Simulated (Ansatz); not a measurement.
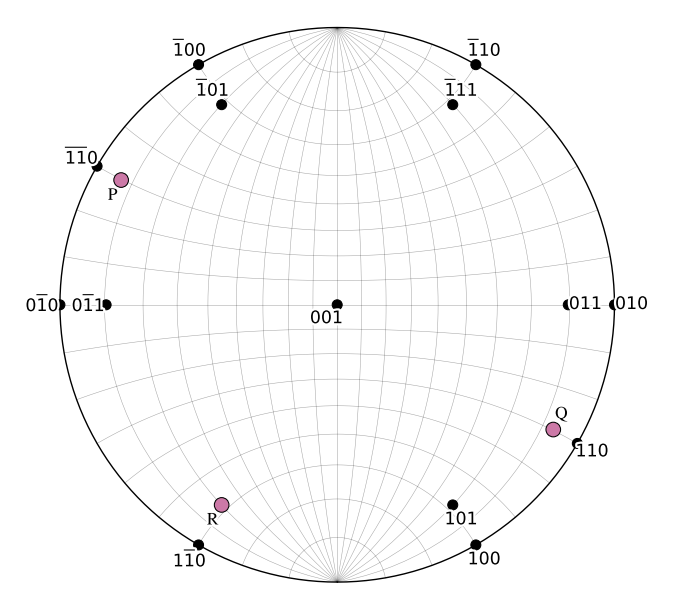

Stereographic projection of plane normals (upper hemisphere) centred on (0 0 1). Crystal: Li₂BrF, the input geometry of an electronic-structure calculation (not necessarily at equilibrium); the starting structure was generated, so it need not be a known form of this composition. Geometry calculated from the standardised cell; symmetry tolerance 0.002 Å.

a = 3.471 Å, b = 3.471 Å, c = 16.405 Å, α = 90.00°, β = 90.00°, γ = 120.00°.

**Index the poles marked P, Q, R.**

P is (−1 −1 1), in four indices (−1 −1 2 1), 84.0° from the centre; Q is (1 1 1), in four indices (1 1 −2 1), 84.0° from the centre; R is (1 −1 1), in four indices (1 −1 0 1), 79.6° from the centre.

**What is the angle between the normals of (−1 −1 1) and (1 1 0), and what are their d_hkl = 1/|g|?**

174.0°; d = 1.726 Å and 1.735 Å.
